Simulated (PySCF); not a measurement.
## Electronic structure of C3H8Cl2GaN in real space

```xyz
15

C    -1.6900    0.9269   -0.7990
C    -1.0365    0.1904    0.0889
C    -1.5877   -1.0802    0.6622
Ga    0.7938    0.7852    0.7483
N     2.1832   -0.3130   -0.7358
Cl    1.5352    2.7113    0.2841
Cl    1.6009   -0.1197    2.4834
H    -2.6664    0.6479   -1.1754
H    -1.2727    1.8466   -1.1845
H    -2.5553   -1.3293    0.2278
H    -0.8926   -1.9038    0.4881
H    -1.6970   -0.9764    1.7435
H     2.0526   -1.3203   -0.7803
H     3.1273   -0.1291   -0.3994
H     2.1007    0.0716   -1.6738
```

Geometry: GFN2-xTB.

The calculation used PBE0/def2-SVPD, SCF density, gas phase in PySCF 2.14.0.

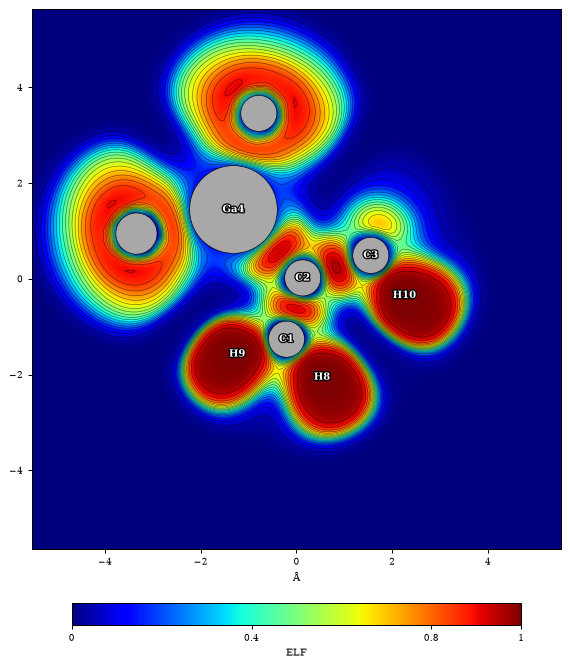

Figure 1. ELF on the plane of atoms C2, C3 and H10. Grey discs cover the atomic cores.

Q: Read the bonding off the picture.

A: The section cuts through C, Ga and H sites. C–C (1.33 Å): the ELF peaks at about 0.90 between the atoms (a short, multiple covalent bond). C–Ga (2.03 Å): the ELF peaks at about 0.95 in the valence shell of C, 0.7 Å from its nucleus, and is about 0.65 at the midpoint. C–C (1.50 Å): the ELF peaks at about 0.95 between the atoms: a covalent bond. C–H (1.08 Å): the ELF climbs to about 1 towards the hydrogen, as it does in any bond to H (an ordinary covalent bond to hydrogen). The ELF also peaks beside Cl6 and Cl7, away from the bonds: lone-pair regions.

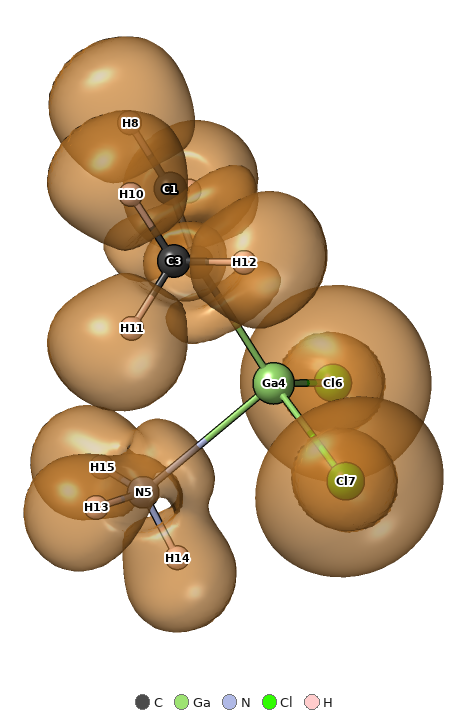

Figure 2. Isosurface of the ELF at 0.75 (orange), seen at an oblique angle. Only the valence region is drawn (cores and ρ < 0.01 e/Å³ removed).

Q: What do the ELF domains correspond to?

A: At this value the surface marks out two regions between bonded C–C atoms (shared pairs), five regions around hydrogen nuclei, one lobe of the valence shell of C pointing towards Ga (polar bonds), two regions wrapped around Cl (the valence shell of each) and one joined region spread over several atoms (H, N), in which their bonds and any lone pairs are merged.

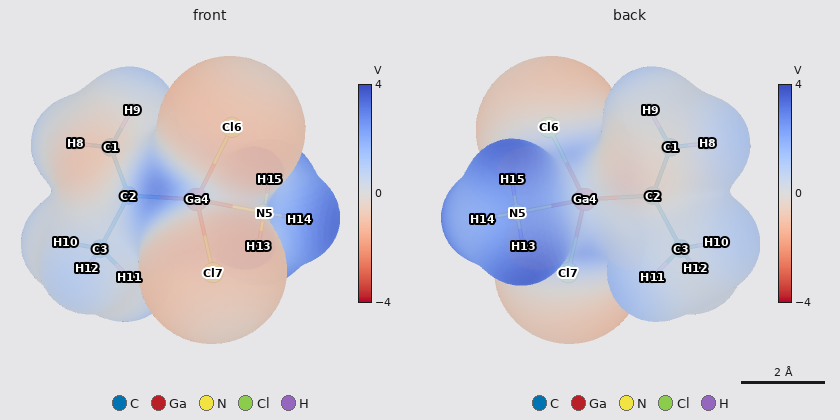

Figure 3. The molecular electrostatic potential painted on the density surface at 0.004 e/bohr³, seen from the front and from behind; red is negative and blue positive.

Q: Where is the surface potential most negative and most positive?

A: The most negative region (about −1.0 V, or −23 kcal/mol for a unit charge) lies over Cl6 and Cl7, the most positive (about +3.3 V, or +76 kcal/mol for a unit charge) over H13 and H15.
